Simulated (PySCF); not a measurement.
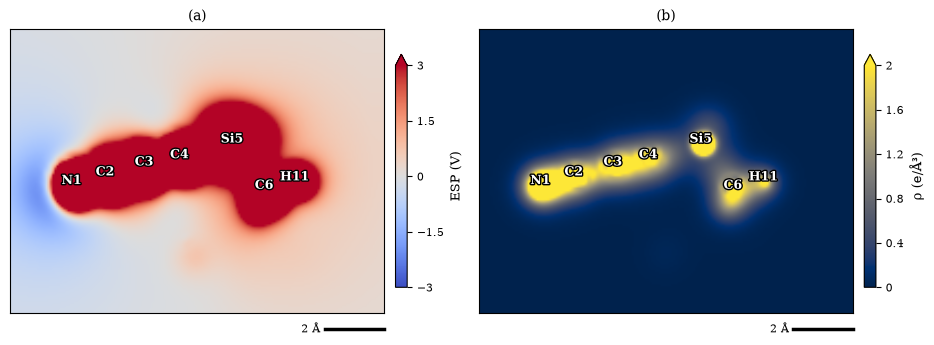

Figure 1: C5H8NSi2 (SMILES N#CC#C[SiH2]CC[SiH2]) (doublet). (a) molecular electrostatic potential; (b) electron density on the plane of atoms C4, Si5 and C6.

Geometry: GFN2-xTB.

Level of theory: UKS B3LYP, pcH-1 on C H N Si, non-relativistic, mean-field spin-orbit, GIAO in PySCF 2.14.0, density-fitted response routines.

```xyz
16

N    -0.5585    4.4002   -2.3362
C    -0.2247    3.3187   -2.1169
C     0.1658    2.0438   -1.8590
C     0.4881    0.9087   -1.5589
Si    1.0450   -0.8401   -1.3169
C    -0.2500   -1.7159   -0.2318
C    -0.2795   -1.2491    1.2300
Si   -0.7252    0.5828    1.4334
H     1.1101   -1.4833   -2.6328
H     2.3520   -0.7973   -0.6528
H    -0.0595   -2.7933   -0.2558
H    -1.2418   -1.5772   -0.6702
H     0.6972   -1.4334    1.6844
H    -0.9924   -1.8721    1.7779
H     0.3926    1.5102    1.4324
H    -1.9268    1.0062    0.7338
```

### What do the fields say about this system?

- Atoms in the plane: N, C, Si and H.
- C–N (1.15 Å): ρ is about 2.5 e/Å³ halfway.
- C–C (1.22 Å): ρ is about 2 e/Å³ halfway.
- C–Si (1.85 Å): the density is about 0.75 e/Å³ at the midpoint.
- C–H (1.09 Å): ρ at the midpoint is about 1.2 e/Å³.
- C–C (1.36 Å): the density is about 1.5 e/Å³ at the midpoint.
- Outside the dense part of the molecule the potential is most negative (−2.0 V) near N1.
